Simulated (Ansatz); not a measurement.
**InH2+ (singlet): from Hartree-Fock to the top rungs at a displaced geometry (v1), def2-TZVPP**

How much of the correlation energy of InH2+ (singlet) does each wave-function method recover here?

Program: Ansatz 0.2.0, Gaussian basis. Level of theory: def2-TZVPP, core rule «outside noble gas», up to 9 orbitals frozen. These are calculated values, not measurements.

Plan: UHF; CCSD(T) on RHF; BCCD(T) on RHF; CCSDT(Q) on RHF; Full CI.

16 further runs of the same task are left out: 4 for a known fault of the program, 5 that didn't finish, 7 set aside as unsound or not needed.

### Step 1. What is computed

The geometry is a PBE0/def2-TZVP stationary point (not a proven minimum) with its atoms shifted at random (size 0.040 Å). No spin-orbit coupling is included. Elements past krypton take def2 core potentials.

3 atoms, charge 1, spin multiplicity 1.

Atoms are counted from 1 here; the program's logs count them from 0.

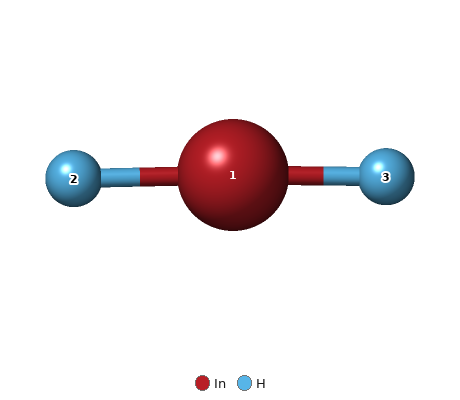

The geometry (indium red, hydrogen blue); atoms are numbered from 1 in the order of the file.

As a file:

```xyz
3
charge 1, multiplicity 1
In   -0.0154   -0.0090    0.0216
H    -0.0163   -0.0252   -1.6549
H     0.0317    0.0342    1.6333
```

In the tables R marks a restricted determinant and U an unrestricted one; energies count from the table's Hartree-Fock row.

### Step 2. UHF

in.yaml reads:

```yaml
crystal:
  periodic: [false, false, false]
  atoms:
    - {symbol: In, position_ang: [-0.015433, -0.009008, 0.021640]}
    - {symbol: H, position_ang: [-0.016266, -0.025151, -1.654913]}
    - {symbol: H, position_ang: [0.031698, 0.034159, 1.633273]}
basis:
  gaussian: {orbitals: def2-TZVPP}
total_charge: 1
magnetization: {spin_polarized: true, initial_magnetization: 0}
hamiltonian: {xc: hf}
output: {orbitals: {seedname: orbitals}}
```

Launch:

```sh
> ansatz run in.yaml --threads 1 --pin off --events-out ev --progress --plain --max-ram 2393MiB
```

The log of the run:

```text
Functional definition: HF
  name "HF"
  cite "Fock, Z. Phys. 61, 126 (1930) doi:10.1007/BF01340294"
  parent pbe
  exchange = exact_x
  correlation = 0
662 factors; their error is unknown
mean field evaluation 1: about -5172.3144 eV, gradient 6.1e0 eV
mean field evaluation 2: about -5172.5896 eV, gradient 1.5e0 eV
mean field evaluation 4: about -5172.6131 eV, gradient 2.8e-1 eV
mean field evaluation 8: about -5172.8065 eV, gradient 7.2e-2 eV
mean field -5172.80651253 eV, -190.0971330813 hartree, gradient 7.3e-6 eV, S^2 0.000000; 0 other end points of the search recorded, 0 dependent functions left out
reference -5172.80651253 eV, -190.0971330813 hartree; 11, 11 occupied and 67, 67 virtual orbitals, 662 factors
Total energy: -5172.80651253 eV, -190.0971330813 hartree
```

Wall time 0.36 s (1 thread of Arm Neoverse V2, shared host).

From the report: ⟨S²⟩ of the determinant 0.000 (pure singlet: 0.00).

The unrestricted search falls back on the restricted solution.

### Step 3. CCSD(T) on RHF

in.yaml: that of step 2 with these lines changed.

```diff
@@ -9,4 +9,4 @@
 total_charge: 1
-magnetization: {spin_polarized: true, initial_magnetization: 0}
-hamiltonian: {xc: hf}
-output: {orbitals: {seedname: orbitals}}
+magnetization: {spin_polarized: false}
+correlation: {method: ccsd_t, electrons: outside_noble_gas}
+output: {forces: true}
```

Same command.

The log of the run (excerpt; [...] marks lines left out):

```text
Functional definition: HF
  name "HF"
  cite "Fock, Z. Phys. 61, 126 (1930) doi:10.1007/BF01340294"
  parent pbe
[...]
639 factors; integrals over basis functions are off by at most 5.9e-4 eV
[...]
mean field -5172.80673405 eV, -190.0971412220 hartree, gradient 9.9e-7 eV, S^2 0.000000; 0 other end points of the search recorded, 0 dependent functions left out
9 core orbitals not correlated: weight in the atoms' cores, before any rotation towards them, 0.990 or more for the frozen orbitals, at most 0.006 for the correlated occupied ones
reference -5172.80673405 eV, -190.0971412220 hartree; 2, 2 occupied and 67, 67 virtual orbitals, 639 factors
second order -1.49891558 eV of doubles, -0.00000000 eV of singles
cycle   1  -1.76927618 eV  change   -2.7e-1 eV  update   4.4e-2
[...]
cycle   8  -1.90881341 eV  change   -3.6e-6 eV  update   4.0e-6
perturbative correction -0.01935802 eV, -0.0007113940 hartree
[...]
Total energy: -5174.73490547 eV, -190.1680002149 hartree
Atom 0 at    -0.015433    -0.009008     0.021640 Å, force     0.034032     0.009954    -1.109694 eV/Å
Atom 1 at    -0.016266    -0.025151    -1.654913 Å, force    -0.034877    -0.022280    -0.157066 eV/Å
Atom 2 at     0.031698     0.034159     1.633273 Å, force     0.000845     0.012326     1.266761 eV/Å
Dipole moment:    -0.009679    -0.005720     0.006016 e Å
```

Run time: 2.7 s. Hardware: 1 thread of Arm Neoverse V2, shared host.

From the report: correlation -1.9282 eV; T1 0.009; largest double amplitude 0.09.

### Step 4. BCCD(T) on RHF

in.yaml: that of step 3 with these lines changed.

```diff
@@ -10,3 +10,2 @@
 magnetization: {spin_polarized: false}
-correlation: {method: ccsd_t, electrons: outside_noble_gas}
-output: {forces: true}
+correlation: {method: bccd_t, electrons: outside_noble_gas}
```

The command is unchanged.

The log of the run (excerpt; [...] marks lines left out):

```text
Functional definition: HF
  name "HF"
  cite "Fock, Z. Phys. 61, 126 (1930) doi:10.1007/BF01340294"
  parent pbe
[...]
639 factors; integrals over basis functions are off by at most 5.9e-4 eV
[...]
mean field -5172.80673405 eV, -190.0971412220 hartree, gradient 9.9e-7 eV, S^2 0.000000; 0 other end points of the search recorded, 0 dependent functions left out
9 core orbitals not correlated: weight in the atoms' cores, before any rotation towards them, 0.990 or more for the frozen orbitals, at most 0.006 for the correlated occupied ones
reference -5172.80673405 eV, -190.0971412220 hartree; 2, 2 occupied and 67, 67 virtual orbitals, 639 factors
second order -1.49891558 eV of doubles, -0.00000000 eV of singles
cycle   1  -1.77136950 eV  change   -2.7e-1 eV  update   4.4e-2
[...]
cycle   8  -1.90881143 eV  change   -2.4e-6 eV  update   3.6e-6
perturbative correction -0.01965900 eV, -0.0007224548 hartree
Total energy: -5174.73520448 eV, -190.1680112031 hartree
```

Wall time 1.1 s (1 thread of Arm Neoverse V2, shared host).

From the report: correlation -1.9285 eV; largest double amplitude 0.09.

### Step 5. CCSDT(Q) on RHF

in.yaml: that of step 4 with these lines changed.

```diff
@@ -10,2 +10,2 @@
 magnetization: {spin_polarized: false}
-correlation: {method: bccd_t, electrons: outside_noble_gas}
+correlation: {method: ccsdt_q, electrons: outside_noble_gas}
```

Launched as before.

The log of the run (excerpt; [...] marks lines left out):

```text
Functional definition: HF
  name "HF"
  cite "Fock, Z. Phys. 61, 126 (1930) doi:10.1007/BF01340294"
  parent pbe
[...]
1163 factors; integrals over basis functions are off by at most 1.9e-7 eV
[...]
mean field -5172.80673458 eV, -190.0971412415 hartree, gradient 6.0e-7 eV, S^2 0.000000; 0 other end points of the search recorded, 0 dependent functions left out
9 core orbitals not correlated: weight in the atoms' cores, before any rotation towards them, 0.990 or more for the frozen orbitals, at most 0.006 for the correlated occupied ones
reference -5172.80673458 eV, -190.0971412415 hartree; 2, 2 occupied and 67, 67 virtual orbitals, 1163 factors
second order -1.49892249 eV of doubles, -0.00000000 eV of singles
cycle   1  -1.76927171 eV  change   -2.7e-1 eV  update   4.6e-2
[...]
cycle  11  -1.93413227 eV  change   -1.1e-8 eV  update   1.6e-7
perturbative correction -0.00044649 eV, -0.0000164084 hartree
Total energy: -5174.74131335 eV, -190.1682356998 hartree
```

Run time: 7 s. Hardware: 1 thread of Arm Neoverse V2, shared host; peak memory 0.3 GiB.

From the report: correlation -1.9346 eV; T1 0.010; largest double amplitude 0.09.

### Step 6. Full CI

in.yaml: that of step 5 with these lines changed.

```diff
@@ -9,3 +9,2 @@
 total_charge: 1
-magnetization: {spin_polarized: false}
-correlation: {method: ccsdt_q, electrons: outside_noble_gas}
+correlation: {method: fci, electrons: outside_noble_gas}
```

Same command.

The log of the run:

```text
Functional definition: HF
  name "HF"
  cite "Fock, Z. Phys. 61, 126 (1930) doi:10.1007/BF01340294"
  parent pbe
  exchange = exact_x
  correlation = 0
1163 factors; integrals over basis functions are off by at most 1.9e-7 eV
mean field evaluation 1: about -5172.5105 eV, gradient 8.6e0 eV
mean field evaluation 2: about -5172.5094 eV, gradient 8.6e0 eV
mean field evaluation 4: about -5172.8061 eV, gradient 4.2e-1 eV
mean field evaluation 8: about -5172.8067 eV, gradient 6.2e-5 eV
mean field -5172.80673458 eV, -190.0971412415 hartree, gradient 6.0e-7 eV, S^2 0.000000; 0 other end points of the search recorded, 0 dependent functions left out
9 core orbitals not correlated: weight in the atoms' cores, before any rotation towards them, 0.990 or more for the frozen orbitals, at most 0.006 for the correlated occupied ones
reference -5172.80673458 eV, -190.0971412415 hartree; 2, 2 occupied and 67, 67 virtual orbitals, 1163 factors
state -5174.74147847 eV, -190.1682417678 hartree
Total energy: -5174.74147847 eV, -190.1682417678 hartree
```

It took 14 s on 1 thread of Arm Neoverse V2, shared host; peak memory 0.46 GiB.

From the report: 2,790,500 determinants, symmetry A'.

### Step 7. How many determinants matter

Natural occupations of the FCI state about the gap (report; correlated orbitals 1 to 10): 1.958, 1.940, 0.041, 0.012, 0.012, 0.012, 0.006, 0.006, 0.004, 0.003. The count of effectively unpaired electrons, Σ n²(2 − n)², is 0.03; a single determinant of this spin has 0.

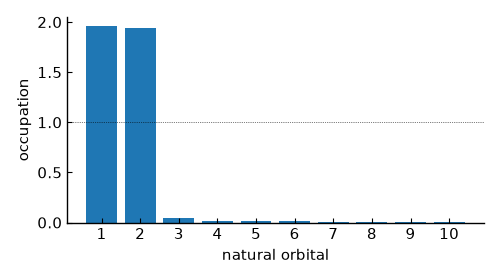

Natural occupations of the FCI state.

### Step 8. Misses and costs

The yardstick is full CI for this spin, exact in this basis with these frozen cores. Rows without a time come out of other runs: HF, MP2 and CCSD of CCSD(T), CCSDT of CCSDT(Q). The times of RCCSD(T) include forces.

Differences are taken before rounding.

```csv
method,energy from the lowest RHF (kJ/mol),from FCI (kJ/mol),time
RHF,0.0,+186.7,
RMP2,-144.6,+42.1,
RCCSD,-184.2,+2.5,
RCCSD(T),-186.0,+0.6,2.7 s
BCCD(T),-186.1,+0.6,1.1 s
RCCSDT,-186.6,+0.1,
RCCSDT(Q),-186.7,0.0,7 s
FCI,-186.7,0,14 s
```

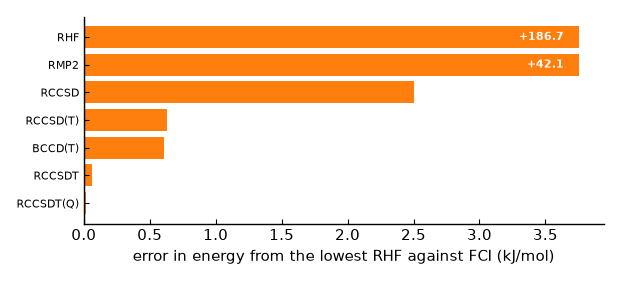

How far each level lands from FCI. Bars with a number in them are cut short.

### Step 9. Outcome

| quantity | value |
| --- | --- |
| FCI below the RHF energy | -1.9347 eV |
| RMP2 from FCI | +42.1 kJ/mol |
| RCCSD from FCI | +2.5 kJ/mol |
| RCCSD(T) from FCI | +0.6 kJ/mol |
| RCCSDT(Q) from FCI | 0.0 kJ/mol |
| levels within 1 kcal/mol (43 meV) | RCCSD, RCCSD(T), BCCD(T), RCCSDT, RCCSDT(Q) |
| T1 diagnostic | 0.009 |
| effectively unpaired electrons | 0.03 |

RCCSD(T) lands +0.6 kJ/mol from the yardstick (0.3 % of the correlation energy). One determinant dominates. These misses are within one basis, not against nature.
